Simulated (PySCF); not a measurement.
Input file:

```
{"job": {"kind": "nmr", "xc": "PBE0", "basis": "pcSseg-1"}, "charge": 0, "multiplicity": 1}
F     -2.268269    -1.224019     1.920830
Si    -1.319506    -0.024912     1.429132
C     -1.664291     0.399625    -0.386807
C     -0.308124     0.548813    -1.090551
Si     0.917453    -0.596771    -0.171840
P      2.891699     0.381510     0.163158
O      0.174915    -0.645560     1.292085
H     -1.309850     0.990477     2.455006
H     -2.212882    -0.432380    -0.835437
H     -2.275092     1.288693    -0.537341
H      0.035940     1.582155    -0.997471
H     -0.398236     0.345883    -2.156836
H      0.887485    -1.977903    -0.665915
H      3.345869     0.122022    -1.117888
H      3.498477    -0.749642     0.677962
```

Command:

```sh
OMP_NUM_THREADS=1 python probes_run.py task.json out
```

Geometry: GFN2-xTB.

Level of theory: PBE0/pcSseg-1, SCF density, gas phase, non-relativistic (PySCF 2.14.0).

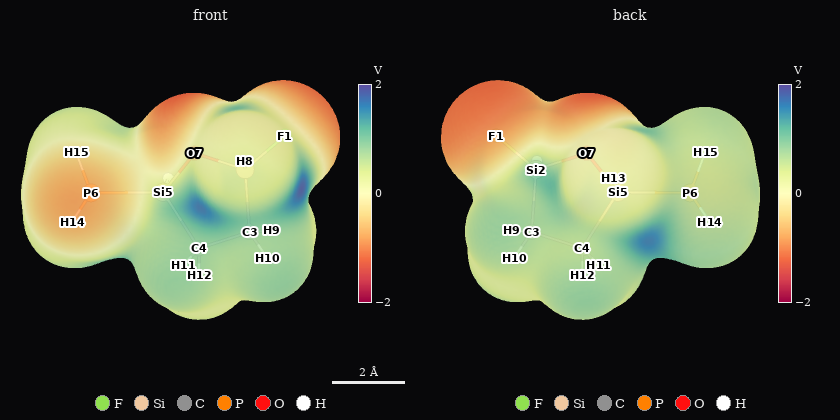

C$_{2}$H$_{8}$FOPSi$_{2}$. The electrostatic potential painted on the density surface at 0.002 e/bohr³, seen from the front and from behind; the colour scale runs from red (negative) to blue (positive).

> Describe the electrostatic potential map.

The most negative region (about −1.2 V, or −28 kcal/mol for a unit charge) lies over F1 and O7, the most positive (about +1.7 V, or +39 kcal/mol for a unit charge) over Si2 and Si5.

> How polar is the molecule by this calculation?

Its dipole moment is 2.57 D.
